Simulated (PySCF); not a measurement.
# C₃H₁₁BN₂Si (SMILES [SiH3]NB1CCCN1): what the fields show

```xyz
18

Si    2.9938    0.1531    0.0140
N     1.5290   -0.7615    0.0554
B     0.2008   -0.3421   -0.2205
C    -1.1387   -1.2155   -0.1990
C    -2.2306   -0.1332   -0.2132
C    -1.5854    1.0927   -0.8747
N    -0.1715    0.9473   -0.5963
H     4.0531   -0.7976    0.3586
H     2.9445    1.2539    0.9846
H     3.2126    0.7148   -1.3256
H     1.6213   -1.7278    0.3247
H    -1.2654   -1.8888    0.6482
H    -1.2107   -1.8280   -1.1009
H    -3.1348   -0.4416   -0.7373
H    -2.4996    0.1176    0.8139
H    -1.9788    2.0309   -0.4682
H    -1.7674    1.0918   -1.9599
H     0.4190    1.7402   -0.7802
```

Geometry: GFN2-xTB.

Method: CAM-B3LYP/def2-SVPD, SCF density, gas phase in PySCF 2.14.0.

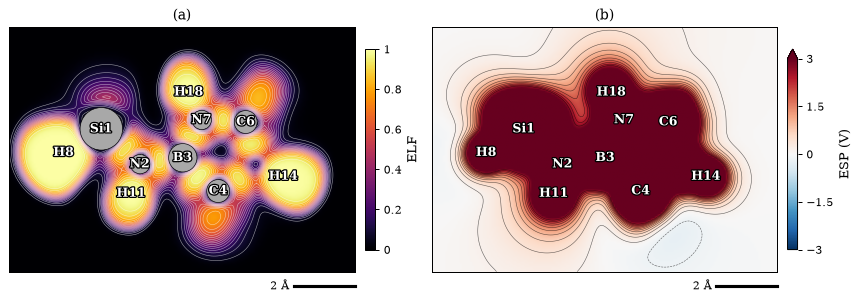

Figure 1. (a) electron localisation function; (b) electrostatic potential on the plane of atoms C4, B3 and N7. Grey discs cover the atomic cores in the ELF map.

What do the fields say about this system?

Answer. The section cuts through Si, N, B, C and H sites. B–N (1.39 Å): the ELF peaks at about 0.95 between the atoms; a polar covalent bond. C–N (1.45 Å): the ELF peaks at about 0.95 between the atoms (a covalent bond). C–B (1.60 Å): the ELF peaks at about 1 between the atoms (a covalent bond). Si–N (1.73 Å): the ELF peaks at about 0.90 between the atoms (a polar covalent bond). N–H (1.01 Å): the ELF climbs to about 1 towards the hydrogen, as it does in any bond to H: a covalent bond by its length. The potential has no marked negative region in this plane.

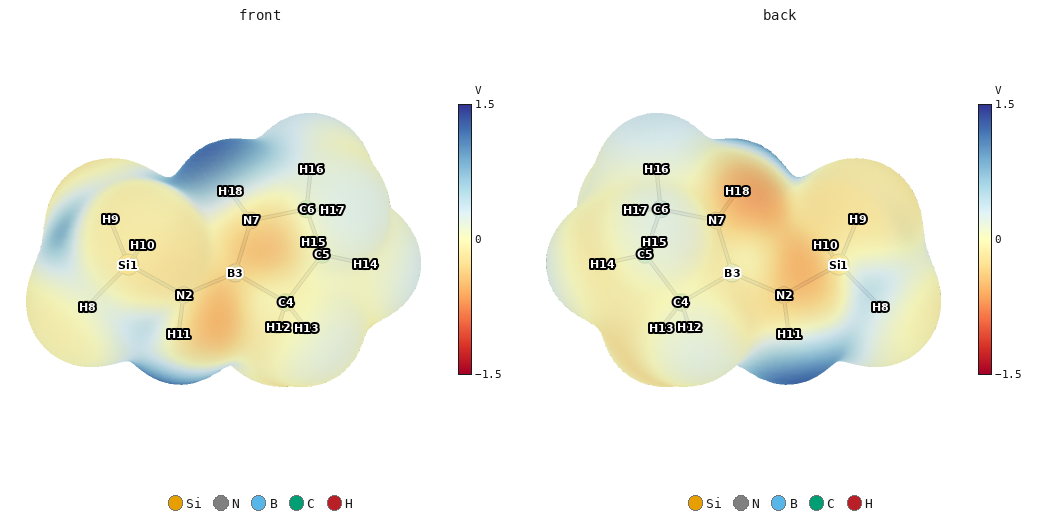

Figure 2. The molecular electrostatic potential painted on the density surface at 0.001 e/bohr³, seen from the front and from behind; red is negative and blue positive.

Which sites attract a positive test charge, and which a negative one?

Answer. A positive charge is drawn to the negative regions and a negative charge to the positive ones. The most negative region (about −0.6 V, or −14 kcal/mol for a unit charge) lies over N7, the most positive (about +1.2 V, or +28 kcal/mol for a unit charge) over H11 and H18.
